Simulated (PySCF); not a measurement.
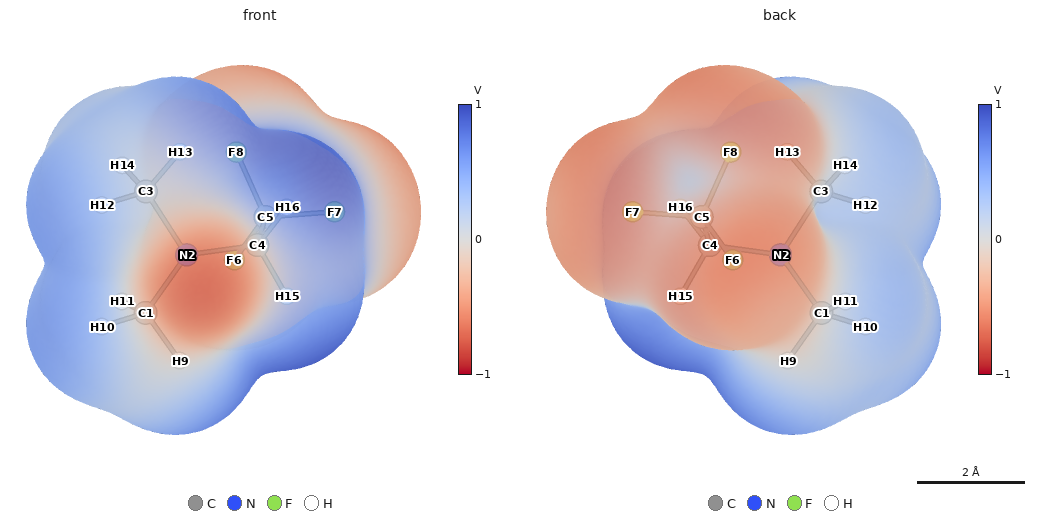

*C4H8F3N. The electrostatic potential painted on the density surface at 0.001 e/bohr³, seen from the front and from behind; the colour scale runs from red (negative) to blue (positive).*

Geometry: PBE0-D3(BJ)/def2-SVP.

Method: PySCF 2.14.0, density-fitted response routines, DFT single point, gas phase, functional wB97X.

```
atom    x (Å)    y (Å)    z (Å)
   C  -1.3718  -0.9699  -0.0383
   N  -0.6335   0.1861   0.4007
   C  -0.8848   1.3826  -0.3604
   C   0.7020  -0.0278   0.8565
   C   1.7505  -0.3853  -0.1870
   F   1.4453  -1.5099  -0.8447
   F   2.9410  -0.5718   0.3945
   F   1.8979   0.5800  -1.1027
   H  -1.1924  -1.8134   0.6459
   H  -2.4511  -0.7459  -0.0160
   H  -1.1216  -1.3115  -1.0638
   H  -1.9642   1.6063  -0.3452
   H  -0.3607   2.2363   0.0959
   H  -0.5701   1.3250  -1.4229
   H   0.7207  -0.8431   1.5990
   H   1.0763   0.8783   1.3622
```

**Describe the electrostatic potential map.**

The most negative region (about −0.7 V, or −16 kcal/mol for a unit charge) lies over N2, the most positive (about +0.9 V, or +21 kcal/mol for a unit charge) over H15 and H16.
